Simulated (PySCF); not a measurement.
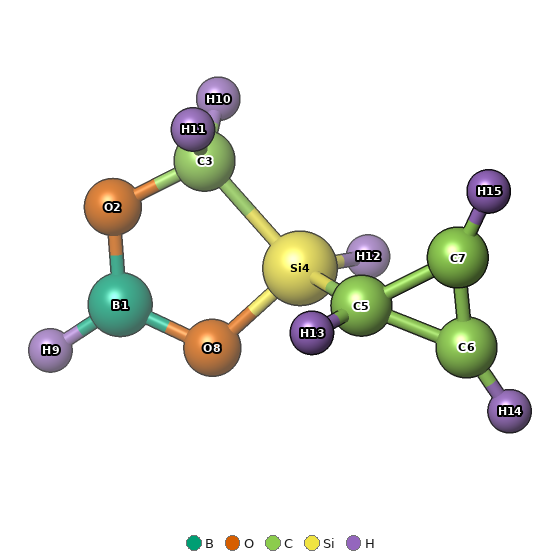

The molecule: C₄H₇BO₂Si, SMILES B1OC[Si@@H](C2C=C2)O1.

Kohn-Sham orbital energies near the frontier, PBE0/def2-SVPD in PySCF, at a GFN2-xTB geometry (no frequency check), isolated molecule; empty levels in grey, levels within 0.03 eV side by side.

Question: Where do the frontier orbitals lie?

Answer: HOMO at −7.19 eV, LUMO at −0.76 eV, 6.43 eV apart.

Question: List the levels with the atoms that carry most of them (a dash for levels above zero or within 0.03 eV of another, where shares mean little).

Answer:
```csv
orbital,energy (eV),Löwdin shares
LUMO+1,0.42,–
LUMO,−0.76,"C6 31 %, C7 30 %, C5 9 %"
HOMO,−7.19,"C6 23 %, C7 23 %, C5 21 %"
HOMO−1,−8.16,"C3 22 %, O2 21 %, Si4 14 %"
HOMO−2,−8.68,"O2 38 %, O8 14 %, C3 12 %"
```

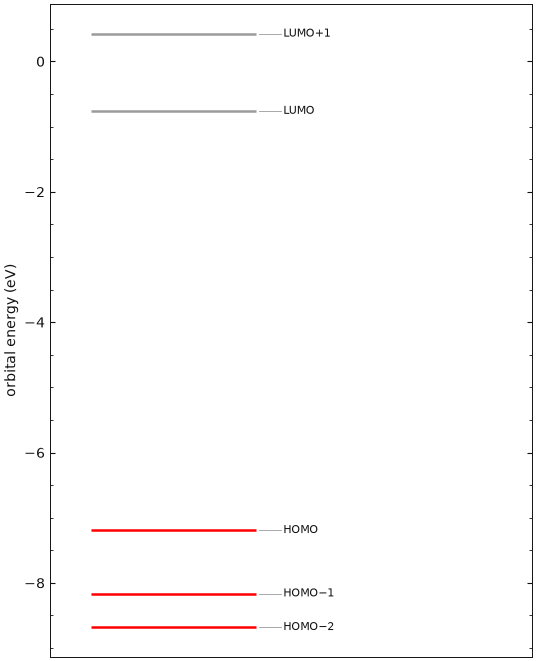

Caveats: the tight-binding geometry is rougher than a DFT one and adds to the error; one conformer of a flexible molecule; empty levels above zero depend strongly on the basis.
